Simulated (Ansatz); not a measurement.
Potential energy surface of H3O (cation, charge +1), singlet: map of symmetric stretch and umbrella angle. Scanned: O-H bond length and angle between the O-H bonds and the threefold axis (90 = planar).

Level of theory: RHF/aug-cc-pVTZ run with Ansatz (a quantum-chemistry and plane-wave program).

Energy in mEh above the lowest grid point; x is the O-H bond length (Å), y the angle between the O-H bonds and the threefold axis (90 = planar) (°).

| y \ x | 0.86 | 0.92 | 0.96 | 1.01 | 1.06 | 1.10 | 1.15 | 1.19 | 1.23 |
|---|---|---|---|---|---|---|---|---|---|
| 130 | 116.9 | 72.3 | 59.7 | 58.0 | 67.9 | 81.9 | 104.9 | 126.6 | 150.3 |
| 127.20 | 97.4 | 55.1 | 43.8 | 43.7 | 55.0 | 70.0 | 94.2 | 116.7 | 141.2 |
| 123.20 | 75.8 | 36.0 | 26.4 | 28.1 | 41.0 | 57.2 | 82.7 | 106.2 | 131.6 |
| 119.20 | 60.1 | 22.6 | 14.3 | 17.4 | 31.6 | 48.8 | 75.4 | 99.6 | 125.6 |
| 115.20 | 49.5 | 13.7 | 6.4 | 10.8 | 26.1 | 44.0 | 71.4 | 96.2 | 122.7 |
| 111.20 | 42.7 | 8.4 | 2.0 | 7.4 | 23.5 | 42.1 | 70.1 | 95.4 | 122.3 |
| 107.20 | 38.9 | 5.8 | 0.2 | 6.4 | 23.2 | 42.2 | 70.9 | 96.5 | 123.7 |
| 103.20 | 37.2 | 5.1 | 0.0 | 6.8 | 24.3 | 43.7 | 72.7 | 98.6 | 126.0 |
| 99.20 | 36.7 | 5.3 | 0.7 | 8.0 | 25.9 | 45.6 | 74.9 | 101.0 | 128.6 |
| 95.20 | 36.7 | 5.8 | 1.5 | 9.2 | 27.3 | 47.2 | 76.8 | 103.0 | 130.7 |
| 90 | 36.9 | 6.2 | 2.0 | 9.8 | 28.1 | 48.1 | 77.8 | 104.1 | 131.8 |

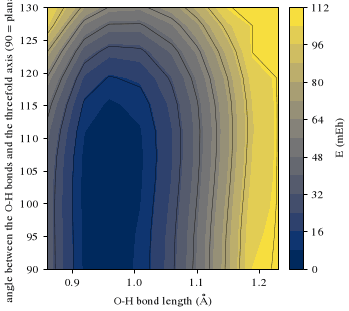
Fig. 1. Energy surface, cut off at 105 mEh.

Points that lie below all their neighbours on the grid: x = 0.96, y = 103.20 (0.0 mEh).
